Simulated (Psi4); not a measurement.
## Single-point calculation, with input and output: SiH (part 2 of 2)

The same run, continued: SiH, multiplicity 2, SMILES [SiH]; CCSD(T)/6-31G*, UHF (Psi4 1.11). The geometry comes from this level: GFN2-xTB.

Geometry of the input (Å):
```
Si 0.0000  0.0000  0.0000
H  0.0000  0.0000  1.5166
```

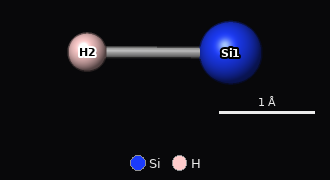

*The structure (ball-and-stick view, seen on its broad side; atoms are numbered from 1 in the order of the input).*

## Output, continued
```
	Size of irrep 0 of <iA|bC> integrals:      0.004 (MW) /      0.030 (MB)
	Total:                                     0.004 (MW) /      0.030 (MB)

	Size of irrep 0 of tIjAb amplitudes:       0.001 (MW) /      0.007 (MB)
	Total:                                     0.001 (MW) /      0.007 (MB)

	Nuclear Rep. energy          =      4.88505628308873
	SCF energy                   =   -289.40904491471809
	One-electron energy          =     -9.00039531023191
	Two-electron (AA) energy     =      0.85058527917282
	Two-electron (BB) energy     =      0.26852787185425
	Two-electron (AB) energy     =      2.22900320072889
	Two-electron energy          =      3.34811635175595
	Reference energy             =   -289.40904491576418

	total time  =          0 seconds =       0.00 minutes
            **************************
            *                        *
            *        CCENERGY        *
            *                        *
            **************************

    Nuclear Rep. energy (wfn)     =    4.885056283088733
    SCF energy          (wfn)     = -289.409044914718095
    Reference energy    (file100) = -289.409044915764184

    Input parameters:
    -----------------
    Wave function   =     CCSD_T
    Reference wfn   =     UHF
    Brueckner       =     No
    Memory (Mbytes) =     1600.0
    Maxiter         =    150
    R_Convergence   =     1.0e-07
    E_Convergence   =     1.0e-06
    Restart         =     Yes
    DIIS            =     Yes
    AO Basis        =     NONE
    ABCD            =     NEW
    Cache Level     =     2
    Cache Type      =     LRU
    Print Level     =     1
    Num. of threads =     1
    # Amps to Print =     10
    Print MP2 Amps? =     No
    Analyze T2 Amps =     No
    Print Pair Ener =     No
    Local CC        =     No
    SCS-MP2         =     False
    SCSN-MP2        =     False
    SCS-CCSD        =     False

MP2 correlation energy -0.0523837795415457
                Solving CC Amplitude Equations
                ------------------------------
  Iter             Energy              RMS        T1Diag      D1Diag    New D1Diag    D2Diag
  ----     ---------------------    ---------   ----------  ----------  ----------   --------
     0        -0.052383779541546    0.000e+00    0.000000    0.000000    0.000000    0.000000
     1        -0.065949091656752    5.743e-02    0.009845    0.000000    0.000000    0.000000
     2        -0.073093726804117    2.576e-02    0.018669    0.000000    0.000000    0.000000
     3        -0.073410868183757    6.410e-03    0.021064    0.000000    0.000000    0.000000
     4        -0.073509297787049    1.443e-03    0.021424    0.000000    0.000000    0.000000
     5        -0.073472670417530    4.206e-04    0.021408    0.000000    0.000000    0.000000
     6        -0.073478207759461    1.380e-04    0.021416    0.000000    0.000000    0.000000
     7        -0.073479364932547    2.986e-05    0.021416    0.000000    0.000000    0.000000
     8        -0.073478571609963    6.925e-06    0.021414    0.000000    0.000000    0.000000
     9        -0.073478752129945    1.721e-06    0.021414    0.000000    0.000000    0.000000
    10        -0.073478765615695    6.116e-07    0.021414    0.000000    0.000000    0.000000
    11        -0.073478754268544    2.440e-07    0.021414    0.000000    0.000000    0.000000
    12        -0.073478754389368    6.586e-08    0.021414    0.000000    0.000000    0.000000

    Iterations converged.

    Largest TIA Amplitudes:
              1   4         0.0141692877
              1   7         0.0131184583
              1   1        -0.0130117082
              0   7         0.0107597135
              0   2         0.0087379417
              0   1         0.0078471068
              2   3         0.0059606998
              1  11         0.0046212115
              1   2         0.0031242862
              2   8        -0.0024107512

    Largest Tia Amplitudes:
              0   2         0.0255326141
              1   2         0.0203523025
              0   3         0.0098123643
              0   4        -0.0083918280
              0  11         0.0071333943
              1   3         0.0068673740
              1  11         0.0053043778
              1   8        -0.0044129542
              0  12        -0.0032923163
              0   8        -0.0031488904

    Largest TIJAB Amplitudes:
      2   1   8   1         0.0255983598
      2   1   4   3         0.0241825328
      2   0   3   2        -0.0192714449
      1   0   4   2        -0.0139080867
      2   1  10   8        -0.0135307933
      2   0   6   0        -0.0132634095
      2   1   8   7        -0.0111691987
      1   0   9   0        -0.0108188873
      1   0   4   1        -0.0105140798
      2   1   9   6         0.0104911772

    Largest Tijab Amplitudes:
      1   0   4   3        -0.0125227141
      1   0  10   1        -0.0116019198
      1   0   4   2        -0.0096716161
      1   0   7   0        -0.0092469141
      1   0  10   6        -0.0080821268
      1   0   7   5        -0.0067643190
      1   0  11   4         0.0055831668
      1   0  11   3        -0.0049108688
      1   0  12   2         0.0046370059
      1   0  11   2        -0.0041832911

    Largest TIjAb Amplitudes:
      1   1   0   0        -0.0815200398
      1   1   1   2        -0.0695277915
      0   1   0   0        -0.0533829397
      0   0   0   0        -0.0511937388
      1   1   4   4        -0.0448763947
      1   0   0   0        -0.0401650876
      2   0   6   0        -0.0326254277
      2   0   1   1        -0.0324811703
      2   1   6   0        -0.0324758039
      1   1   9   0        -0.0324571916

    SCF energy       (wfn)                    = -289.409044914718095
    Reference energy (file100)                = -289.409044915764184

    Opposite-spin MP2 correlation energy      =   -0.046591792077698
    Same-spin MP2 correlation energy          =   -0.005791987463848
    Singles MP2 correlation energy            =   -0.000000000000000
    MP2 correlation energy                    =   -0.052383779541546
      * MP2 total energy                      = -289.461428695305756

    Opposite-spin CCSD correlation energy     =   -0.066942257639768
    Same-spin CCSD correlation energy         =   -0.006536496749599
    Singles CCSD correlation energy           =    0.000000000000000
    CCSD correlation energy                   =   -0.073478754389368
      * CCSD total energy                     = -289.482523670153569

            **************************
            *                        *
            *        CCTRIPLES       *
            *                        *
            **************************

    Wave function   =    CCSD_T
    Reference wfn   =      UHF

    Nuclear Rep. energy (wfn)                =    4.885056283088733
    SCF energy          (wfn)                = -289.409044914718095
    Reference energy    (file100)            = -289.409044915764184
    CCSD energy         (file100)            =   -0.073478754389368
    Total CCSD energy   (file100)            = -289.482523670153569

    Number of ijk index combinations:
    Spin Case AAA:                                   1
    Spin Case BBB:                                   0
    Spin Case AAB:                                   6
    Spin Case ABB:                                   3
    AAA (T) energy                             =   -0.000009574300349
    BBB (T) energy                             =    0.000000000000000
    AAB (T) energy                             =   -0.000937304001254
    ABB (T) energy                             =   -0.000390793373258
    (T) energy                                   =   -0.001337671674860
      * CCSD(T) total energy                     = -289.483861341828401

  Variable Map:
  ----------------------------------------------------------------------------
  "(T) CORRECTION ENERGY"                 =>      -0.001337671675
  "AAA (T) CORRECTION ENERGY"             =>      -0.000009574300
  "AAB (T) CORRECTION ENERGY"             =>      -0.000937304001
  "ABB (T) CORRECTION ENERGY"             =>      -0.000390793373
  "BBB (T) CORRECTION ENERGY"             =>       0.000000000000
  "CC D1 DIAGNOSTIC"                      =>       0.000000000000
  "CC D2 DIAGNOSTIC"                      =>       0.000000000000
  "CC NEW D1 DIAGNOSTIC"                  =>       0.000000000000
  "CC T1 DIAGNOSTIC"                      =>       0.021413787475
  "CCSD CORRELATION ENERGY"               =>      -0.073478754389
  "CCSD DOUBLES ENERGY"                   =>      -0.073478754389
  "CCSD ITERATIONS"                       =>      12.000000000000
  "CCSD OPPOSITE-SPIN CORRELATION ENERGY" =>      -0.066942257640
  "CCSD SAME-SPIN CORRELATION ENERGY"     =>      -0.006536496750
  "CCSD SINGLES ENERGY"                   =>       0.000000000000
  "CCSD TOTAL ENERGY"                     =>    -289.482523670154
  "CCSD(T) CORRELATION ENERGY"            =>      -0.074816426064
  "CCSD(T) TOTAL ENERGY"                  =>    -289.483861341828
  "CURRENT CORRELATION ENERGY"            =>      -0.074816426064
  "CURRENT ENERGY"                        =>    -289.483861341828
  "CURRENT REFERENCE ENERGY"              =>    -289.409044914718
  "DD SOLVATION ENERGY"                   =>       0.000000000000
  "HF KINETIC ENERGY"                     =>     289.514692923676
  "HF POTENTIAL ENERGY"                   =>    -578.923737838394
  "HF TOTAL ENERGY"                       =>    -289.409044914718
  "HF VIRIAL RATIO"                       =>       1.999635085847
  "MP2 CORRELATION ENERGY"                =>      -0.052383779542
  "MP2 DOUBLES ENERGY"                    =>      -0.052383779542
  "MP2 OPPOSITE-SPIN CORRELATION ENERGY"  =>      -0.046591792078
  "MP2 SAME-SPIN CORRELATION ENERGY"      =>      -0.005791987464
  "MP2 SINGLES ENERGY"                    =>      -0.000000000000
  "MP2 TOTAL ENERGY"                      =>    -289.461428695306
  "NUCLEAR REPULSION ENERGY"              =>       4.885056283089
  "ONE-ELECTRON ENERGY"                   =>    -410.932858937696
  "PCM POLARIZATION ENERGY"               =>       0.000000000000
  "PE ENERGY"                             =>       0.000000000000
  "SCF ITERATION ENERGY"                  =>    -289.409044914718
  "SCF ITERATIONS"                        =>       8.000000000000
  "SCF TOTAL ENERGY"                      =>    -289.409044914718
  "TWO-ELECTRON ENERGY"                   =>     116.638757739889

  Array Variable Map:
  ----------------------------------------------------------------------------
  "CURRENT DIPOLE"                        =>       0.000000000000 ... 0.176394664378 1 by 3
  "SCF DIPOLE"                            =>       0.000000000000 ... 0.176394664378 1 by 3
  "SCF TOTAL ENERGIES"                    =>    -288.804324549170 ... -289.409044914718 1 by 9

    Psi4 run time: 0:00:00.76
```

## Key numbers

```csv
quantity,value
outcome,converged
total energy,−289.483861 hartree
SCF energy,−289.409045 hartree
MP2 energy,−289.461429 hartree
CCSD energy,−289.482524 hartree
correlation energy,−0.074816 hartree
(T) correction,−0.001338 hartree
basis functions,20
T1 diagnostic,0.021
⟨S²⟩,0.761
hardware,"1 thread of Intel Xeon (Granite Rapids), 192 GiB of memory available, shared host"
wall time,1.5 s
peak memory,0.19 GiB
```
